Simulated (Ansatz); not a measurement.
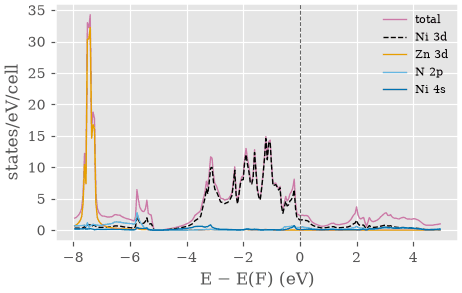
Figure: Total and projected density of states of ZnNi3N (anti-perovskite, Pm-3m), r²SCAN (plane waves, PAW; program Ansatz)

### Question
Which orbitals carry the states next to the Fermi level?

### Answer
Within 0.5 eV of the Fermi level: Ni 3d 76 %, N 2p 13 %, Ni 4s 6 %. Projections are on Löwdin-orthogonalised atomic valence shells; empty p or d shells of many metals are not among them.

### Question
Where is the tallest occupied peak in this window, and what makes it?

### Answer
Near -7.4 eV, about 34 states/eV per cell; the largest projected share is Zn 3d.

The workflow started from a Materials Project entry (that database holds measured and hypothetical structures alike); the Crystallography Open Database copy checked does not list it. Its standing as an ambient phase is unchecked. The r²SCAN relaxation kept the symmetry of its start; whether a distortion lowers the energy is not shown. The run is not spin-polarised. With an odd number of electrons in the cell and no spin polarisation, the count alone makes it a metal.

Potentials: the earlier of the program's two PAW sets.
